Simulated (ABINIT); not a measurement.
# SiC (Moissanite): G0W0 with ABINIT, start to end, part 3 of 3

Aim: the G0W0 gap of SiC (Moissanite) on LDA, step by step.

ABINIT 10.8.3; LDA and many-body steps on it, plane waves. Known limits of the many-body steps: not at the basis limit; coarse k mesh.

So far. Step 3 (Bands along the symmetry lines): The gap is 2.222 eV, as in the run before at this level. Step 4 (Empty states on the mesh, 3×3×2 mesh, 43 bands): On this mesh the gap is 2.222 eV.

## (5) Screening, 3×3×2 mesh, 39 bands, screening to 108.8 eV

The RPA dielectric matrix is built and inverted for each q.

This step: RPA screening on LDA, plane waves, norm-conserving pseudopotentials.

File run.abi:

```
acell 3*1.0 Angstrom
rprim 
  3.075999999976 0.000000000005 0.000000000000
  -1.537999999993 2.663894142018 0.000000000000
  0.000000000000 0.000000000000 5.048000000000
ntypat 2
znucl 14 6
natom 4
typat 1 1 2 2
xred 
  0.333333333333 0.666666666667 0.000000000000
  0.666666666667 0.333333333333 0.500000000000
  0.333333333333 0.666666666667 0.385000000000
  0.666666666667 0.333333333333 0.885000000000
pp_dirpath "pseudos"
pseudos "Si.upf, C.upf"
ecut 37
ngkpt 3 3 2
nshiftk 1
shiftk 0 0 0
kptopt 1
chksymbreak 0
istwfk *1
occopt 1
irdwfk 1
optdriver 3
nband 39
ecuteps 4
inclvkb 2
awtr 1
symchi 1
indata_prefix "in"
outdata_prefix "out"
tmpdata_prefix "tmp"
```

Command:

```console
OMP_NUM_THREADS=1 mpirun -n 4 abinit run.abi > log
```

Numbers of over 12 decimals in the logs are rounded to 6 here.

Log:

```text
.Version 10.8.3 of ABINIT. v10.8.2 released Aug 2026.

 Symmetries : space group P6_3 m c (#186); Bravais hP (primitive hexag.)
[... echo of the input left out ...]
== DATASET  1 ==================================================================
-   mpi_nproc: 4, omp_nthreads: 1 (-1 if OMP is not activated)

--- !DatasetInfo
iteration_state: {dtset: 1, }
dimensions: {natom: 4, nkpt: 6, mband: 39, nsppol: 1, nspinor: 1, nspden: 1, mpw: 3018, }
cutoff_energies: {ecut:  37.0, pawecutdg:  -1.0, }
electrons: {nelect:   1.60000000E+01, charge:   0.00000000E+00, occopt:   1.00000000E+00, tsmear:   1.00000000E-02, }

 SCREENING: Calculation of the susceptibility and dielectric matrices

 Based on a program developped by R.W. Godby, V. Olevano, G. Onida, and L. Reining.
 Incorporated in ABINIT by V. Olevano, G.-M. Rignanese, and M. Torrent.
.Using double precision arithmetic ; gwpc =  8

[... cell and pseudopotentials left out ...]
--------------------------------------------------------------------------------

 ==== K-mesh for the wavefunctions ====
 Number of points in the irreducible wedge :     6
[... list of points left out ...]
 Together with 12 symmetry operations and time-reversal symmetry
 yields    18 points in the full Brillouin Zone.

 ==== Q-mesh for the screening function ====
 Number of points in the irreducible wedge :     6
[... list of points left out ...]
 Together with 12 symmetry operations and time-reversal symmetry
 yields    18 points in the full Brillouin Zone.

 setmesh: FFT mesh size selected  =    20x   20x   36
          total number of points  =        14400

 vcoul_init : cutoff-mode = AUXILIARY_FUNCTION
 q-points for optical limit:   1
     1)      0.000010    0.000020    0.000030

- screening: taking advantage of time-reversal symmetry
- Maximum band index for partially occupied states nbvw = 8
- Remaining bands to be divided among processors   nbcw = 31
- Number of bands treated by each node ~7

 Number of electrons calculated from density =   16.0000; Expected =   16.0000
 average of density, n =  0.057319
 r_s =    1.6089
 omega_plasma =   23.0944 [eV]

 calculating chi0 at frequencies [eV] :
  1    0.000000E+00    0.000000E+00
  2    0.000000E+00    2.309436E+01

--------------------------------------------------------------------------------
  q-point number  1        q = ( 0.000000, 0.000000, 0.000000) [r.l.u.]
--------------------------------------------------------------------------------
[... chi0 elements left out ...]
 For q-point:  0.000010 0.000020 0.000030
  dielectric constant =   8.7893
  dielectric constant without local fields =   9.6162

  Average fulfillment of the sum rule on Im[epsilon] for q-point    1 :     55.37  [%]
[... wings left out ...]
  q-point number  2        q = ( 0.333333, 0.000000, 0.000000) [r.l.u.]
--------------------------------------------------------------------------------
[... chi0 elements left out ...]
  Average fulfillment of the sum rule on Im[epsilon] for q-point    2 :     66.48  [%]

 [... 4 further q-points ...]
```

It took 2.9 s on 4 MPI ranks of Arm Neoverse V2, shared host; peak memory 0.11 GiB.

This step gave:

```
ε∞ with local fields, on this mesh, along the program's q direction : 8.789
the same without local fields                                       : 9.616
plasma frequency                                                    : 23.09 eV
plane waves in the screening matrix                                 : 111
```

Local fields lower ε∞ by 9 %. On a Γ-centred mesh this coarse the value itself is usually too large, while a short band sum pulls it down.

## (6) Self-energy, 3×3×2 mesh, 39 bands, screening to 108.8 eV

The self-energy is evaluated for the states that the input lists, and the levels follow from it, in one-shot runs by the linearised quasiparticle equation.

This step: G0W0 on LDA, plane waves, norm-conserving pseudopotentials.

Changes to run.abi since step 5:

```diff
@@ -25,8 +25,19 @@
 irdwfk 1
-optdriver 3
+optdriver 4
 nband 39
+gwcalctyp 0
+ecutsigx 37
+symsigma 1
+nkptgw 3
+kptgw 
+  0.0000000000 0.0000000000 0.0000000000
+  0.3333333333 0.3333333333 0.0000000000
+  0.3333333333 0.0000000000 0.0000000000
+bdgw 
+  6 10
+  7 10
+  7 10
 ecuteps 4
-inclvkb 2
-awtr 1
-symchi 1
+irdscr 1
+ppmodel 1
 indata_prefix "in"
```

Log:

```text
.Version 10.8.3 of ABINIT. v10.8.2 released Aug 2026.

 Symmetries : space group P6_3 m c (#186); Bravais hP (primitive hexag.)
[... echo of the input left out ...]
== DATASET  1 ==================================================================
-   mpi_nproc: 4, omp_nthreads: 1 (-1 if OMP is not activated)

--- !DatasetInfo
iteration_state: {dtset: 1, }
dimensions: {natom: 4, nkpt: 6, mband: 39, nsppol: 1, nspinor: 1, nspden: 1, mpw: 3018, }
cutoff_energies: {ecut:  37.0, pawecutdg:  -1.0, }
electrons: {nelect:   1.60000000E+01, charge:   0.00000000E+00, occopt:   1.00000000E+00, tsmear:   1.00000000E-02, }

 SIGMA: Calculation of the GW corrections

 Based on a program developped by R.W. Godby, V. Olevano, G. Onida, and L. Reining.
 Incorporated in ABINIT by V. Olevano, G.-M. Rignanese, and M. Torrent.
.Using double precision arithmetic ; gwpc =  8

[... cell and pseudopotentials left out ...]
--------------------------------------------------------------------------------

 ==== K-mesh for the wavefunctions ====
 Number of points in the irreducible wedge :     6
[... list of points left out ...]
 Together with 12 symmetry operations and time-reversal symmetry
 yields    18 points in the full Brillouin Zone.

 ==== Q-mesh for screening function ====
 Number of points in the irreducible wedge :     6
[... list of points left out ...]
 Together with 12 symmetry operations and time-reversal symmetry
 yields    18 points in the full Brillouin Zone.

 vcoul_init : cutoff-mode = AUXILIARY_FUNCTION
 q-points for optical limit:   1
     1)      0.000010    0.000020    0.000030
 setmesh: FFT mesh size selected  =    27x   27x   54
          total number of points  =        39366

 Number of electrons calculated from density =   16.0000; Expected =   16.0000
 average of density, n =  0.057319
 r_s =    1.6089
 omega_plasma =   23.0944 [eV]

 === KS Band Gaps ===
  >>>> For spin  1
   Minimum direct gap =   4.3111 [eV], located at k-point      :   0.3333  0.0000  0.0000
   Fundamental gap    =   2.2220 [eV], Top of valence bands at :   0.0000  0.0000  0.0000
                                       Bottom of conduction at :   0.3333  0.3333  0.0000
 SIGMA fundamental parameters:
 PLASMON POLE MODEL  1
 number of plane-waves for SigmaX                 2997
 number of plane-waves for SigmaC and W            111
 number of plane-waves for wavefunctions          2997
 number of bands                                    39
 number of independent spin polarizations            1
 number of spinorial components                      1
 number of k-points in IBZ                           6
 number of q-points in IBZ                           6
 number of symmetry operations                      12
 number of k-points in BZ                           18
 number of q-points in BZ                           18
 number of frequencies for dSigma/dE                 9
 frequency step for dSigma/dE [eV]                0.25
 number of omega for Sigma on real axis              0
 max omega for Sigma on real axis  [eV]           0.00
 zcut for avoiding poles [eV]                     0.10

 EPSILON^-1 parameters (SCR file):
 dimension of the eps^-1 matrix on file            111
 dimension of the eps^-1 matrix used               111
 number of plane-waves for wavefunctions          2997
 number of bands                                    39
 number of q-points in IBZ                           6
 number of frequencies                               2
 number of real frequencies                          1
 number of imag frequencies                          1

 matrix elements of self-energy operator (all in [eV])

 Perturbative Calculation

--- !SelfEnergy_ee
iteration_state: {dtset: 1, }
kpoint     : [   0.000,    0.000,    0.000, ]
spin       : 1
KS_gap     :    4.582
QP_gap     :    5.343
Delta_QP_KS:    0.761
data: !SigmaeeData |
     Band     E0 <VxcDFT>   SigX SigC(E0)      Z dSigC/dE  Sig(E)    E-E0       E
        6   7.133 -14.990 -17.767   3.064   0.800  -0.250 -14.760   0.229   7.362
        7   7.133 -14.990 -17.767   3.064   0.800  -0.250 -14.760   0.229   7.362
        8   7.406 -14.790 -16.951   2.583   0.802  -0.247 -14.452   0.338   7.744
        9  11.988 -12.231  -6.614  -4.259   0.810  -0.234 -11.131   1.099  13.088
       10  13.440 -12.726  -6.990  -4.444   0.801  -0.248 -11.691   1.035  14.475

--- !SelfEnergy_ee
iteration_state: {dtset: 1, }
kpoint     : [   0.333,    0.333,    0.000, ]
spin       : 1
KS_gap     :    6.273
QP_gap     :    7.310
Delta_QP_KS:    1.037
data: !SigmaeeData |
     Band     E0 <VxcDFT>   SigX SigC(E0)      Z dSigC/dE  Sig(E)    E-E0       E
        7   3.355 -12.968 -16.502   3.364   0.796  -0.256 -13.104  -0.136   3.219
        8   3.355 -12.968 -16.502   3.364   0.796  -0.256 -13.104  -0.136   3.219
        9   9.628 -10.035  -5.275  -3.676   0.831  -0.204  -9.134   0.901  10.529
       10  15.267 -12.414  -6.320  -4.332   0.805  -0.241 -10.995   1.419  16.686

--- !SelfEnergy_ee
iteration_state: {dtset: 1, }
kpoint     : [   0.333,    0.000,    0.000, ]
spin       : 1
KS_gap     :    4.311
QP_gap     :    5.240
Delta_QP_KS:    0.929
data: !SigmaeeData |
     Band     E0 <VxcDFT>   SigX SigC(E0)      Z dSigC/dE  Sig(E)    E-E0       E
        7   5.627 -13.630 -16.244   2.724   0.801  -0.248 -13.542   0.088   5.715
        8   6.203 -14.579 -17.688   3.204   0.797  -0.254 -14.503   0.076   6.278
        9  10.514 -10.835  -5.676  -3.940   0.824  -0.213  -9.831   1.005  11.518
       10  12.172 -11.492  -6.132  -3.962   0.817  -0.223 -10.349   1.143  13.315

== END DATASET(S) ==============================================================
================================================================================

 -outvars: echo values of variables after computation  --------
           etotal      0.0000000000E+00
            nband          39
             nkpt           6
          spgroup         186
 [... the other variables as echoed above ...]

 Calculation completed.
```

The job ended after 2.6 s (4 MPI ranks; peak memory 0.1 GiB).

This step gave:

```
G0W0 gap on the points computed              : 2.785 eV
starting gap on the mesh                     : 2.222 eV
k of the valence top                         : 0, 0, 0
k of the conduction bottom                   : 0.3333, 0.3333, 0
Z at the valence top                         : 0.802
Z at the conduction bottom                   : 0.831
least direct G0W0 gap on the computed points : 5.240 eV
```

The gap on the mesh goes from 2.22 eV to 2.79 eV, a correction of +0.56 eV.

Limits: finite bands, cutoff and mesh; coarse k mesh. v1 is the top filled band, c1 the lowest empty one. The levels before and after the correction (eV, zero at the valence-band top of each column):

```
           conduction bottom  valence top
Kohn-Sham               2.22         0.00
     G0W0               2.79         0.00
```

```
                           level  energy (eV)
Kohn-Sham                Γ v3-v2       -0.273
Kohn-Sham                   Γ v1        0.000
Kohn-Sham                   Γ c1        4.582
Kohn-Sham                   Γ c2        6.034
Kohn-Sham  (0.333 0.333 0) v2-v1       -4.051
Kohn-Sham     (0.333 0.333 0) c1        2.222
Kohn-Sham     (0.333 0.333 0) c2        7.861
     G0W0                Γ v3-v2       -0.382
     G0W0                   Γ v1        0.000
     G0W0                   Γ c1        5.344
     G0W0                   Γ c2        6.731
     G0W0  (0.333 0.333 0) v2-v1       -4.525
     G0W0     (0.333 0.333 0) c1        2.785
     G0W0     (0.333 0.333 0) c2        8.942
```

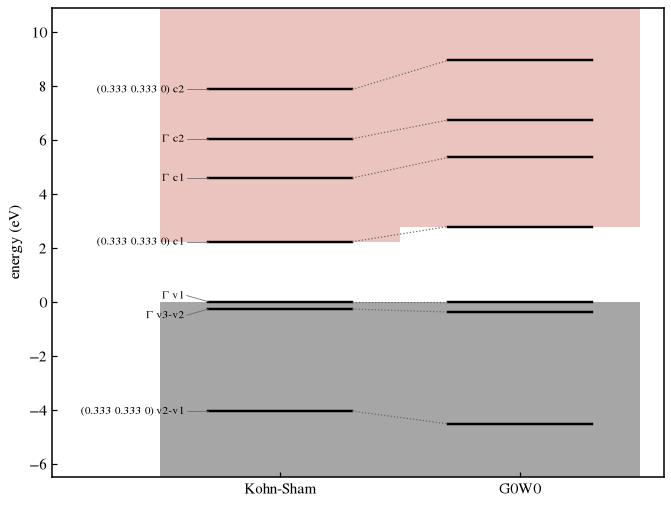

Levels before and after the correction. Shaded: valence and conduction bands.

## (7) Where the time went

Times are wall times on 4 MPI ranks of Arm Neoverse V2, shared host, good to a factor of about two.

```
                          step   time  share  memory (GiB)
                  ground state  6.3 s   23 %           0.3
bands along the symmetry lines   10 s   39 %          0.31
      empty states on the mesh  4.7 s   18 %          0.27
                     screening  2.9 s   11 %          0.11
                   self-energy  2.6 s   10 %           0.1
```

## (8) Summary of results

```
LDA gap              : 2.22 eV, indirect
G0W0 gap on the mesh : 2.79 eV
GW settings          : 3×3×2 mesh, 39 bands, screening to 108.8 eV, Godby-Needs plasmon pole
known limits         : not at the basis limit; coarse k mesh
```

G0W0 moves the gap on the mesh from 2.22 eV to 2.79 eV (+0.56 eV), with Z of 0.80 and 0.83 at the edges. Local fields lower the RPA ε∞ on this mesh from 9.62 to 8.79; a Γ-centred mesh this coarse tends to raise both, most where the direct gap is narrow, while a short band sum lowers them. Only 3 of the mesh's irreducible points were corrected, so a valley elsewhere could overtake. The dearest step here is «bands along the symmetry lines». Against experiment, by G0W0@LDA: the gap of 2.79 eV lies −0.54 eV from the measured 3.33 eV (kind not stated, quoted 2020). The calculation has static nuclei and no excitons; a measured gap holds zero-point and thermal motion, which mostly lowers it. Bands and cutoff are finite, so the gap is not at the basis limit. The miss can reach some tenths of an eV and take either sign; the mesh is an error of its own. In the G0W0 run levels were corrected at 3 k points alone, so a gap called «on the mesh» is the least over those, and an edge elsewhere would be missed. The 3×3×2 mesh is coarse for this cell, which bears on the long-range parts of exchange and screening.

[Paths, hosts, dates, memory and timing lines, banners, echoed tables and standing remarks are left out of the program output.]

[Logs are printed without paths, hosts, clocks, repeated set-up lines and the standing remarks that a program may print on its own settings, such as how far it seeks lower states.]

[Runs of the session that timed out or met a known fault of the program may be left out.]

[Hosts, paths, dates, database ids (printed as entryN), source tags and the programs' standing remarks are cut or masked in the printed files.]

[G0W0 gaps are taken among the corrected bands and points alone; a level outside them can change the order at an edge.]

[Where Ansatz stands beside ABINIT at settings called matched, ABINIT's density can come from a denser mesh and the files from another edition; pairs whose starting gaps differed by over 0.03 eV were left out, so agreement reads better than it is.]
